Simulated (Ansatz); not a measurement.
# LiBe (Pm-3m): following an unstable mode, part 2 of 2

Aim: this structure of LiBe (Pm-3m) is to be tested for unstable modes, and one is followed downhill.

Ansatz 0.2.0; DFT PBEsol, scalar-relativistic, plane waves, PAW; PAW set soft_1.

So far, highest frequency on the path or at a solved wavevector (cm⁻¹): step 2 (phonons on a q mesh) 560. Also lowest frequency on the path (cm⁻¹): step 2 -91.6.

## Step 6: Relaxation from the frozen mode

Starting from the lowest point found, all atoms and the cell are let go, so that strain and other modes of the same symmetry can join in.

The input, input.yaml:

```yaml
crystal:
  lattice:
    - [-2.8019923598, 0.0, 0.0]
    - [0.0, -2.8019923598, -2.8019923598]
    - [0.0, -2.8019923598, 2.8019923598]
  atoms:
    - { symbol: Li, position: [0.0, 0.4848326813, 0.5151673187] }
    - { symbol: Li, position: [0.0, 1.0151673187, 0.9848326813] }
    - { symbol: Be, position: [0.5, -0.0249822237, 0.4750177763] }
    - { symbol: Be, position: [0.5, 0.5249822237, 0.0249822237] }
kpoints:
  mp_grid: { grid: [16, 10, 10] }
hamiltonian:
  xc: pbesol
  pseudopotentials: { kind: paw, azcp: { folder: soft_1 }, xc_functional: pbe }
scf:
  occupations: { method: methfessel_paxton, width: 0.2 }
output:
  forces: true
  stress: true
  eigenvalues: true
relax:
  adjacent_minimum: "off"
  f_tol: 0.002
  max_steps: 120
  cell: { stress_tol: 0.03 }
```

Started as:

```
$ ansatz run input.yaml --threads 4 --pin off --max-ram 10240MiB --backend cpu --events-out ev --progress --plain --runs-dir out
```

Numbers of over 12 decimals in the logs are rounded to 6 here.

The program printed:

```text
[...]
Crystal: 4 atoms, lattice volume = 43.998 Å³
Basis set: ecut = 420 eV, 865 PW (Γ), exchange–correlation on 40×54×54 points (8 copies of the dense FFT grid, shifted against one another)
Bands: 9, of which v1, the nominal top of the filled ones, is band 5 counted from 1 (4 counted from 0)
Symmetry: 8 space group operations
[...]
k-points: 279 of 1600
[...]
SCF iter   1: F=—  HF=-585.268929 eV  |F-HF|=—  |Δ(HF+E_count)|=         —  Δρ=9.56e-3  dr2=4.39e-2  ethr=3.10e-3  ⟨swp⟩=5.1  Hψ=15678  notcnv=0
[...]
SCF iter   7: F=-585.217042 eV  HF=-585.217042 eV  |F-HF|=8.27e-9  |Δ(HF+E_count)|=   2.75e-7  S|Δr|=    0.00e0  Δρ=3.98e-6  dr2=1.44e-8  ethr=1.00e-9  ⟨swp⟩=2.7  Hψ=8802  notcnv=0
SCF 1 converged in 7 iterations: F = -585.217042 eV  dr2 = 1.44e-8
[...]
relax step   1: F+E_penalty+E_count = -585.21704210 eV  Δ(F+E_penalty+E_count) = +0.000e0 eV  max|allowed force component| = 1.366e-2 eV/Å  Δτ_max = 0.0000 Å  P = +0.338 GPa  Ω = 43.998 Å³  (7 SCF iters, dr2 threshold 1.00e-7 eV, accepted)
Crystal: 4 atoms, lattice volume = 44.205 Å³
Basis set: ecut = 420 eV, 873 PW (Γ), exchange–correlation on 40×54×54 points (8 copies of the dense FFT grid, shifted against one another)
[...]
iter 1 solved again at ethr=1.26e-6 eV; its pass at ethr=3.10e-3 eV (dr2=1.26e-4 eV) is discarded
[...]
SCF iter   4: F=-585.221099 eV  HF=-585.221099 eV  |F-HF|=9.48e-8  |Δ(HF+E_count)|=   1.24e-6  S|Δr|=    0.00e0  Δρ=2.03e-5  dr2=7.26e-8  ethr=4.00e-9  ⟨swp⟩=4.3  Hψ=11125  notcnv=0
SCF 2 converged in 4 iterations: F = -585.221099 eV  dr2 = 7.26e-8
relax step   2: F+E_penalty+E_count = -585.22109919 eV  Δ(F+E_penalty+E_count) = -4.057e-3 eV  max|allowed force component| = 2.483e-2 eV/Å  Δτ_max = 0.0080 Å  P = +0.106 GPa  Ω = 44.205 Å³  energy of the carried Pulay correction = -1.080e-5 eV  (4 SCF iters, dr2 threshold 4.00e-7 eV, accepted)
Crystal: 4 atoms, lattice volume = 44.431 Å³
Basis set: ecut = 420 eV, 869 PW (Γ), exchange–correlation on 40×54×54 points (8 copies of the dense FFT grid, shifted against one another)
[...]
SCF iter   5: F=-585.232480 eV  HF=-585.232480 eV  |F-HF|=6.00e-10  |Δ(HF+E_count)|=   1.59e-6  S|Δr|=    0.00e0  Δρ=3.28e-6  dr2=1.41e-9  ethr=4.00e-9  ⟨swp⟩=5.1  Hψ=12211  notcnv=0
SCF 3 converged in 5 iterations: F = -585.232480 eV  dr2 = 1.41e-9
relax step   3: F+E_penalty+E_count = -585.23248008 eV  Δ(F+E_penalty+E_count) = -1.138e-2 eV  max|allowed force component| = 8.365e-2 eV/Å  Δτ_max = 0.0691 Å  P = -0.010 GPa  Ω = 44.431 Å³  energy of the carried Pulay correction = -2.250e-5 eV  (5 SCF iters, dr2 threshold 4.00e-7 eV, accepted)
[...]
relax step   4: F+E_penalty+E_count = -585.24878989 eV  Δ(F+E_penalty+E_count) = -1.631e-2 eV  max|allowed force component| = 1.221e-1 eV/Å  Δτ_max = 0.0816 Å  P = +0.149 GPa  Ω = 44.532 Å³  energy of the carried Pulay correction = -2.775e-5 eV  (5 SCF iters, dr2 threshold 4.00e-7 eV, accepted)
[...]
relax step   5: F+E_penalty+E_count = -585.24507990 eV  Δ(F+E_penalty+E_count) = +3.710e-3 eV  max|allowed force component| = 1.559e-1 eV/Å  Δτ_max = 0.0514 Å  P = +0.330 GPa  Ω = 44.260 Å³  energy of the carried Pulay correction = -1.366e-5 eV  (4 SCF iters, dr2 threshold 4.00e-7 eV, rejected (line search))
[...]
relax step   6: F+E_penalty+E_count = -585.25054987 eV  Δ(F+E_penalty+E_count) = -1.760e-3 eV  max|allowed force component| = 4.162e-2 eV/Å  Δτ_max = 0.0245 Å  P = -0.029 GPa  Ω = 44.493 Å³  energy of the carried Pulay correction = -2.574e-5 eV  (7 SCF iters, accepted)
[...]
relax step   7: F+E_penalty+E_count = -585.25128152 eV  Δ(F+E_penalty+E_count) = -7.317e-4 eV  max|allowed force component| = 6.777e-3 eV/Å  Δτ_max = 0.0176 Å  P = +0.040 GPa  Ω = 44.513 Å³  energy of the carried Pulay correction = -2.677e-5 eV  (4 SCF iters, dr2 threshold 3.69e-7 eV, accepted)
[...]
relax step   8: F+E_penalty+E_count = -585.25154467 eV  Δ(F+E_penalty+E_count) = -2.631e-4 eV  max|allowed force component| = 5.539e-3 eV/Å  Δτ_max = 0.0044 Å  P = +0.005 GPa  Ω = 44.540 Å³  energy of the carried Pulay correction = -2.813e-5 eV  (4 SCF iters, dr2 threshold 2.10e-7 eV, accepted)
[...]
relax step   9: F+E_penalty+E_count = -585.25156108 eV  Δ(F+E_penalty+E_count) = -1.641e-5 eV  max|allowed force component| = 3.739e-5 eV/Å  Δτ_max = 0.0010 Å  P = -0.004 GPa  Ω = 44.546 Å³  energy of the carried Pulay correction = -2.847e-5 eV  (4 SCF iters, dr2 threshold 5.29e-9 eV, accepted)
Basis set: ecut = 420 eV, 851 PW (Γ), exchange–correlation on 36×60×60 points (8 copies of the dense FFT grid, shifted against one another)
[...]
SCF iter   6: F=-585.251884 eV  HF=-585.251884 eV  |F-HF|=6.82e-13  |Δ(HF+E_count)|=  4.32e-12  S|Δr|=    0.00e0  Δρ=3.43e-8  dr2=8.87e-13  ethr=1.00e-12  ⟨swp⟩=4.2  Hψ=7577  notcnv=0
SCF 10 converged in 6 iterations: F = -585.251884 eV  dr2 = 8.87e-13
relax step  10: F+E_penalty+E_count = -585.25188388 eV  Δ(F+E_penalty+E_count) = -3.228e-4 eV  max|allowed force component| = 3.953e-5 eV/Å  Δτ_max = 0.0000 Å  P = +0.006 GPa  Ω = 44.546 Å³  stress off target by 1.94e-2 GPa  SCF on the basis re-selected at this cell (its energy is not comparable with the rows above)  (6 SCF iters)
basis re-selected at this cell: Δ(F+E_penalty+E_count) = -3.228e-4 eV, ΔP = +0.010 GPa vs the last step (what re-selecting the basis moved, of the pressure what is left beyond the Pulay correction that the steps carried, after the strain that the cell walked since its last selection, with what the two solves' SCF thresholds leave and, on support functions, any second-order correction that the steps lacked; it is no measure of the basis error at this ecutwfc). The dense FFT grid was sized anew with the basis: this SCF ran on 18×30×30 points, the steps before it on 20×27×27, so part of this shift can come from that change (see relax.cell in the input reference). [rest of the remark cut]
SCF converged after 6 iterations
[...]
Free energy (F): -585.251884 eV
[...]
Internal energy: -585.253080 eV  (E = F + TS)
E sigma→0 (E₀):  -585.252183 eV
Entropy (-TS):   0.001197 eV (0.299 meV/atom)
Fermi energy:    3.676735 eV
[...]
--- Forces (eV/Å), atoms counted from 1 ---
  atom   1  Li     0.00000000     0.00000000    -0.00000576
  atom   2  Li     0.00000000     0.00000000     0.00000576
  atom   3  Be     0.00000000     0.00003953     0.00000000
  atom   4  Be     0.00000000    -0.00003953     0.00000000
  max |Σ_I F_I| component: 6.78e-21 eV/Å
--- Stress (GPa, compression-positive) ---
       -0.009516       0.000000       0.000000
        0.000000       0.019353       0.000000
        0.000000       0.000000       0.009106
  P = ⅓ Tr σ = 0.0063 GPa (0.063 kbar)
--- Band table (eV; the first three rows and the last of 279) ---
[...]
--- Relaxed structure (9 steps of the walk, 8 accepted, 1 SCFs on fresh bases) ---
  F+E_penalty+E_count = -585.25188388 eV   max|allowed force component| = 3.953e-5 eV/Å   (the final SCF, on the basis selected at the relaxed cell)
  cell:  # Å, volume = 44.5463 Å³
    - [-2.576056, 0.0, 0.0]
    - [0.0, -3.042650, -2.841676]
    - [0.0, -3.042650, 2.841676]
  atoms:
    - { symbol: Li, position: [0, 0.462963, 0.537037] }
    - { symbol: Li, position: [0, 1.037037, 0.962963] }
    - { symbol: Be, position: [0.5, -0.051384, 0.448616] }
    - { symbol: Be, position: [0.5, 0.551384, 0.051384] }
```

Elapsed: 21 s, on 4 threads of Arm Neoverse V1, shared host; peak memory 0.43 GiB; 81 s of CPU time.

Relaxation path:

```
step  energy less that of the first step (eV)  largest force component (eV/Å)  pressure (GPa)  volume (Å³)
   1                                   0.0000                          0.0137            0.34        44.00
   2                                  -0.0041                          0.0248            0.11        44.21
   3                                  -0.0154                          0.0836           -0.01        44.43
   4                                  -0.0317                          0.1221            0.15        44.53
   5                                  -0.0280                          0.1559            0.33        44.26
   6                                  -0.0335                          0.0416           -0.03        44.49
   7                                  -0.0342                          0.0068            0.04        44.51
   8                                  -0.0345                          0.0055            0.01        44.54
   9                                  -0.0345                          0.0000            0.00        44.55
 10*                                  -0.0348                          0.0000            0.01        44.55
```

Relaxation steps marked * repeat the geometry before them on a plane-wave basis chosen anew for their cell, so energy and pressure can jump there. Relaxation step 5 was tried and not accepted.

Forces are held to the 8 operations that the run works with; a distortion that breaks them can't arise in this run.

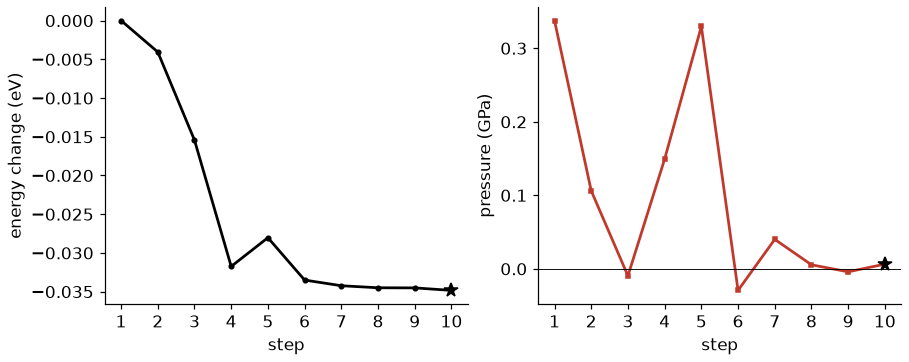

Energy and pressure along the relaxation. Stars mark steps on a basis chosen anew.

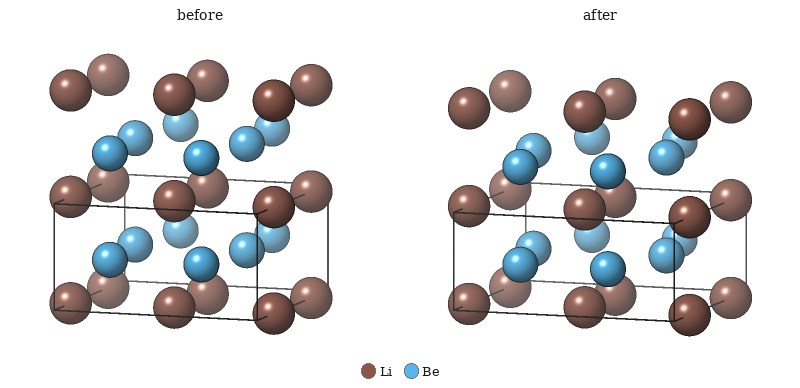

The structure before and after the relaxation, drawn at the same scale.

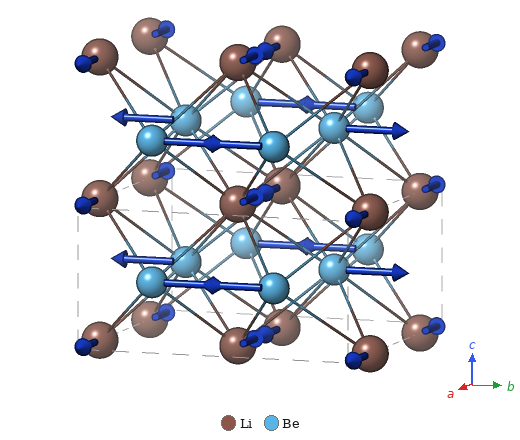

Displacements in the relaxation, exaggerated, measured against the changing cell; the longest in the cell stands for 0.16 Å. 1×1×2 conventional cells are drawn. Some periodic images of atoms are drawn too.

```
conventional cell, symmetrised  before  after  change
                         a (Å)   5.604  5.683  +1.4 %
                         b (Å)   5.604  6.085  +8.6 %
                         c (Å)   2.802  2.576  -8.1 %
              volume (Å³/atom)   11.00  11.14  +1.2 %
```

The atoms that moved most (Å, as changes of fractional coordinates times the final cell):

```
atom     dx      dy      dz  length
 Be4  0.000  -0.161   0.000   0.161
 Be3  0.000   0.161   0.000   0.161
 Li2  0.000   0.000  -0.124   0.124
 Li1  0.000   0.000   0.124   0.124
```

Final coordinates:

```cif
data_structure
_symmetry_space_group_name_H-M 'P 1'
_symmetry_Int_Tables_number 1
_cell_length_a 2.5761
_cell_length_b 4.1633
_cell_length_c 4.1633
_cell_angle_alpha 86.088
_cell_angle_beta 90.000
_cell_angle_gamma 90.000
_cell_volume 44.55
loop_
_atom_site_label
_atom_site_type_symbol
_atom_site_fract_x
_atom_site_fract_y
_atom_site_fract_z
_atom_site_occupancy
Li1 Li 0.00000 0.46296 0.53704 1
Li2 Li 0.00000 0.03704 0.96296 1
Be3 Be 0.50000 0.94862 0.44862 1
Be4 Be 0.50000 0.55138 0.05138 1
```

This step gave:

* pressure: 0.006314 GPa
* volume per atom: 11.14 Å³

The distorted start has space group Cmmm; the relaxation ends in Cmmm.

## Step 7: The new phase in its own primitive cell

The relaxed structure is symmetrised, reduced to its primitive cell and relaxed tightly, as its phonons need.

input.yaml, the sections that differ from step 6:

```yaml
crystal:
  lattice:
    - [2.8416763373, -3.0426500746, 0.0]
    - [2.8416763373, 3.0426500746, 0.0]
    - [0.0, 0.0, 2.5760561018]
  atoms:
    - { symbol: Li, position: [0.2129634221, 0.2129634221, 0.0] }
    - { symbol: Li, position: [0.7870365779, 0.7870365779, 0.0] }
    - { symbol: Be, position: [0.3013843724, 0.6986156276, 0.5] }
    - { symbol: Be, position: [0.6986156276, 0.3013843724, 0.5] }
kpoints:
  mp_grid: { grid: [10, 10, 16] }
relax:
  adjacent_minimum: "off"
  f_tol: 0.001
  max_steps: 60
  cell: { stress_tol: 0.01 }
# hamiltonian, scf, output: as in step 6
```

The program printed:

```text
[...]
Crystal: 4 atoms, lattice volume = 44.546 Å³
Basis set: ecut = 420 eV, 851 PW (Γ), exchange–correlation on 60×60×36 points (8 copies of the dense FFT grid, shifted against one another)
Bands: 9, of which v1, the nominal top of the filled ones, is band 5 counted from 1 (4 counted from 0)
Symmetry: 8 space group operations
[...]
k-points: 279 of 1600
[...]
--- Relaxed structure (2 steps of the walk, 2 accepted, 1 SCFs on fresh bases) ---
[...]
cell:  # Å, volume = 44.5511 Å³
    - [2.841831, -3.043190, 0]
    - [2.841831, 3.043190, 0]
    - [0, 0, 2.575734]
  atoms:
    - { symbol: Li, position: [0.212957, 0.212957, 0] }
    - { symbol: Li, position: [0.787043, 0.787043, 0.0] }
    - { symbol: Be, position: [0.301403, 0.698597, 0.5] }
    - { symbol: Be, position: [0.698597, 0.301403, 0.5] }
[key lines of the parts left out:]
SCF converged after 5 iterations
Free energy (F): -585.251885 eV
Fermi energy:    3.676331 eV
P = ⅓ Tr σ = 0.0015 GPa (0.015 kbar)
```

The job ended after 6.5 s (4 threads; peak memory 0.43 GiB).

Little changed from the start: no atom moved by 0.005 Å and no cell edge by 0.1 %.

This step gave:

* pressure: 0.001509 GPa

The largest force component left is 0.48 meV/Å and the pressure is 0.002 GPa, within the tolerances set. The cell now holds 11.14 Å³/atom.

## Step 8: Modes of the new phase, k-mesh 10×10×16

A relaxed structure may still be a saddle point, so its zone-centre modes are computed. No field response is asked, since the mesh shows no gap.

input.yaml, the sections that differ from step 7:

```yaml
crystal:
  lattice:
    - [2.8418306001, -3.0431904134, 0.0]
    - [2.8418306001, 3.0431904134, 0.0]
    - [0.0, 0.0, 2.5757340279]
  atoms:
    - { symbol: Li, position: [0.2129574256, 0.2129574256, 0.0] }
    - { symbol: Li, position: [0.7870425744, 0.7870425744, 0.0] }
    - { symbol: Be, position: [0.3014033388, 0.6985966612, 0.5] }
    - { symbol: Be, position: [0.6985966612, 0.3014033388, 0.5] }
output:
  eigenvalues: true
phonons:
  method: dfpt
# kpoints, hamiltonian, scf: as in step 7
# relax: removed
```

The program printed:

```text
zone centre: on kpoints.mp_grid the ground state, and the responses unless they are solved on pairs of k-points, stand on 468 of the mesh's 1600 k-points, reduced under 2 symmetry operations, with k and −k counted as one. Each operation leaves every solved displacement unchanged or reverses it
[...]
Crystal: 4 atoms, lattice volume = 44.551 Å³
Basis set: ecut = 420 eV, 851 PW (Γ), exchange–correlation on 60×60×36 points (8 copies of the dense FFT grid, shifted against one another)
Bands: 9, of which v1, the nominal top of the filled ones, is band 5 counted from 1 (4 counted from 0)
Symmetry: 8 space group operations
k-points: 468 of 1600 (irreducible under 2 space group operations, time reversal used)
[...]
SCF iter   1: F=—  HF=-585.308252 eV  |F-HF|=—  |Δ(HF+E_count)|=         —  Δρ=1.06e-2  dr2=6.01e-2  ethr=3.10e-3  ⟨swp⟩=5.1  Hψ=26908  notcnv=0
[...]
SCF iter   9: F=-585.251885 eV  HF=-585.251885 eV  |F-HF|=1.14e-13  |Δ(HF+E_count)|=  2.44e-11  S|Δr|=    0.00e0  Δρ=1.42e-8  dr2=1.14e-13  ethr=1.00e-12  ⟨swp⟩=5.2  Hψ=15060  notcnv=0
[...]
SCF 1 converged in 9 iterations: F = -585.251885 eV  dr2 = 1.14e-13
[...]
DFPT response loops at Γ: preconditioner auto → Kerker (q_TF=auto, 2.127 Å⁻¹) (partly filled bands, converged f_vac=0.000); β = 1.00, the filter's whole step (`scf.mixing.beta` (0.50) is not read by the response loops under this deck's `scf.mixing.preconditioner`; to damp them name `kerker` or `kerker_dos`, under which they read `scf.mixing.beta`, and type it under 1.00, their step now; both keys bind the ground state too); Broyden in place of MSR1
SCF converged after 9 iterations
[...]
Free energy (F): -585.251885 eV
[...]
Internal energy: -585.253090 eV  (E = F + TS)
E sigma→0 (E₀):  -585.252186 eV
Entropy (-TS):   0.001205 eV (0.301 meV/atom)
Fermi energy:    3.676331 eV
[...]
--- Band table (eV; the first three rows and the last of 468) ---
[...]
--- Phonons (Γ-DFPT): 6 representative perturbations + reference, on 468 of 1600 k-points (Σ response iterations 18) ---
  k mesh reduced under 2 symmetry operations, with k and −k counted as one. Each operation leaves every solved displacement unchanged or reverses it
  ASR residual: 1.239e-5 → 0.000e0 eV/Å²; symmetrization residual: 3.066e-7 eV/Å²
  ASR residual per site (eV/Å²): 2.24e-6 2.24e-6 1.24e-5 1.24e-5
  Γ frequencies (cm⁻¹): -167.96 0.00 0.00 0.00 258.28 324.20 329.99 483.83 489.66 523.78 526.76 571.55
  non-analytic LO–TO correction: not included (Born effective charges unavailable; polar crystals: no LO–TO splitting at Γ)
```

Run time: 27 s. Hardware: 4 threads; peak memory 0.95 GiB.

This step gave:

```
sum-rule residual before enforcement                    : 1.24e-5 eV/Å²
point group                                             : mmm
highest optical mode at the zone centre (no LO-TO term) : 571.5 cm⁻¹
lowest optical zone-centre mode                         : -168.0 cm⁻¹
```

Patterns of degenerate modes are one choice out of their space. Modes at Γ, with each element's share of the kinetic energy (negative means imaginary):

```
mode  frequency (cm⁻¹)  symmetry  Li %  Be %
   1            -168.0       B1g    32    68
   2               0.0  acoustic    44    56
   3               0.0  acoustic    44    56
   4               0.0  acoustic    44    56
   5             258.3        Ag    29    71
   6             324.2       B3g     0   100
   7             330.0       B2g   100     0
   8             483.8       B1g    68    32
   9             489.7       B1u    56    44
  10             523.8       B2u    56    44
  11             526.8       B3u    56    44
  12             571.5        Ag    71    29
```

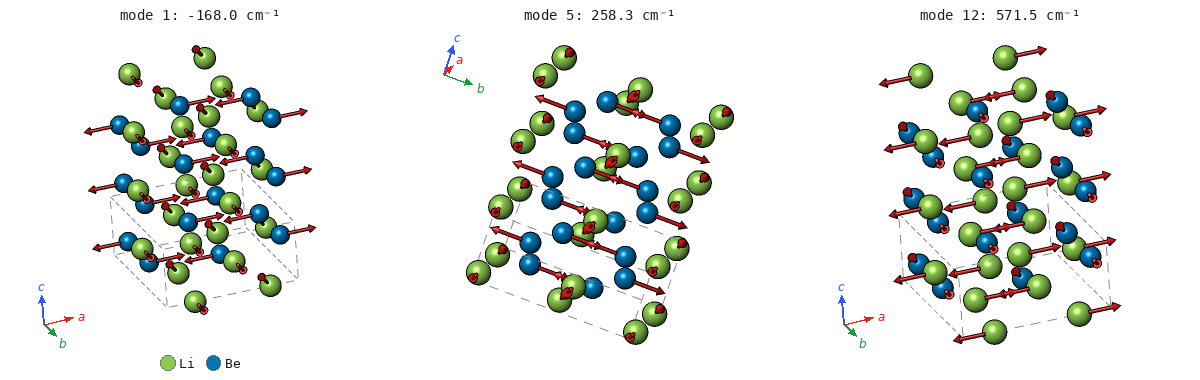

Displacement patterns of modes 1, 5 and 12 at Γ; arrows are exaggerated. 1×1×3 conventional cells are drawn. Some periodic images of atoms are drawn too.

Before it was imposed, the acoustic sum rule was missed by 1.2e-5 eV/Å². Small misses are needed for a sound result but don't prove that mesh and cutoff are converged. The lowest optical mode is imaginary, 168.0i cm⁻¹, so the energy falls along it.

## Step 9: Results

| Property | Result |
| --- | --- |
| unstable mode of the parent | q = (0, -0.5, -0.5), 92i cm⁻¹ |
| depth at the lowest point sampled | 1.50 meV/atom |
| largest atomic shift at that point | 0.14 Å |
| space group reached (within 0.01 Å) | Cmmm |
| energy gained over the parent (first relaxation, on the mesh of the frozen mode) | 10.3 meV/atom |
| volume per atom, phase reached | 11.1 Å³ |
| lowest optical zone-centre mode, phase reached | -168 cm⁻¹ |
| highest optical mode at the zone centre (no LO-TO term), phase reached | 572 cm⁻¹ |

In words: Along this mode the structure falls into Cmmm, 10.3 meV/atom below the parent. At the parent's cell the well is 1.499 meV/atom deep on the steps tried, with its lowest point at a shift of 0.14 Å. Relaxing atoms and cell changes the gain by +8.83 meV/atom against the lowest step (energies at zero smearing). Most of the total comes from this relaxation. The new phase still has an imaginary mode at the zone centre of its cell, so it is a saddle point on the way to a lower structure. Of the 4 patterns followed to their end from this parent, this one ends 95.0 meV/atom above the lowest, Pmma. Each path keeps the symmetry of its pattern, so a lower phase may lie along a pattern not tried. With no gap, or one that is small against the smearing, the frequencies hang on the k mesh and the smearing, most of all near Kohn anomalies. The phonon runs are without spin polarisation, although the cell has an odd electron count. The PAW files were made for PBE and serve the other functionals too. A phonon run warned that its eigensolver left some bands unconverged in a pass.

[Logs are printed without paths, hosts, clocks, repeated set-up lines and the standing remarks that a program may print on its own settings, such as how far it seeks lower states.]

[Hosts, paths, dates, database ids (printed as entryN), source tags and the programs' standing remarks are cut or masked in the printed files.]
